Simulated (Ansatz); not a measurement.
```csv
atom,x (Å),y (Å),z (Å)
C,-0.1201,-1.4122,1.2703
Se,-1.4509,-1.0958,-0.1512
Hf,-0.4482,1.1424,-0.9348
O,1.4193,0.8880,-1.1989
F,-1.3690,1.6634,-2.5150
F,-0.6809,2.4449,0.4384
H,0.8891,-1.3744,0.8654
H,-0.3183,-2.4104,1.6554
H,-0.2418,-0.6859,2.0708
H,2.3208,0.8401,-1.5003
```

Geometry: PBE0-D4/def2-TZVP; core potentials replace the inner electrons of Hf.

All numbers below come from RKS PBE0-D4/def2-TZVPP in Ansatz 0.2.0.

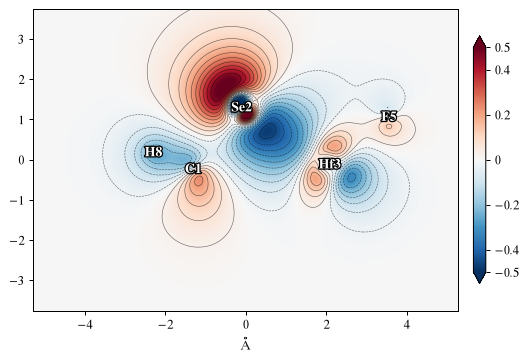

CH4F2HfOSe (SMILES C[Se][Hf]([OH])([F])[F]). The HOMO−1 on the plane of atoms C1, Se2 and Hf3 (values in Å⁻³ᐟ²; the overall sign is arbitrary).

Where does this orbital lie, and at what energy?

Its weight (Hirshfeld) is mainly on Se2 (about 70 %) and Hf3 (about 20 %). Its energy is −7.83 eV.
